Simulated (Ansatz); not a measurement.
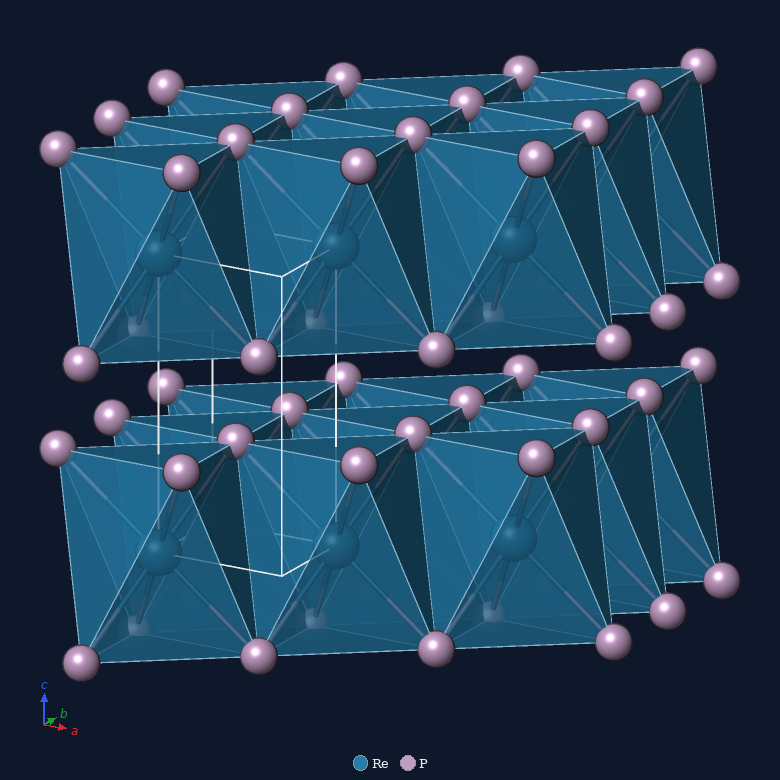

Polyhedra are drawn about Re (bonds: P–Re below 2.7 Å); other atoms are plain spheres.

ReP₂ (space group P-3m1, No. 164). Coordinates: coordinates from a relaxation with Ansatz 0.2.0, DFT PBEsol, scalar-relativistic, plane waves, PAW; the starting structure was generated, so it need not be a known form of this composition.

Sharing among the drawn polyhedra:

```tsv
site	polyhedron	corner-sharing neighbours	edge-sharing	face-sharing	bond (Å)
Re	ReP6 octahedron	0	6	0	2.43
```

They form layers of edge-sharing octahedra parallel to (001).
